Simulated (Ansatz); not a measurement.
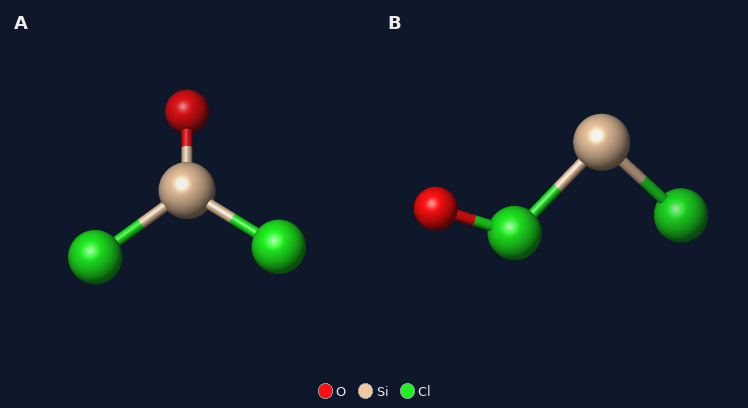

2 stationary structures of one formula. Geometries: PBE-D4/def2-SVP. Electronic energies: PBE-D4/def2-SVP (Ansatz 0.2.0), without zero-point energy. No frequency run is at hand to confirm each as a minimum.

**Which structure is the most stable?**

A is lowest (C2v); B lies 501.4 kJ/mol above it (Cs).
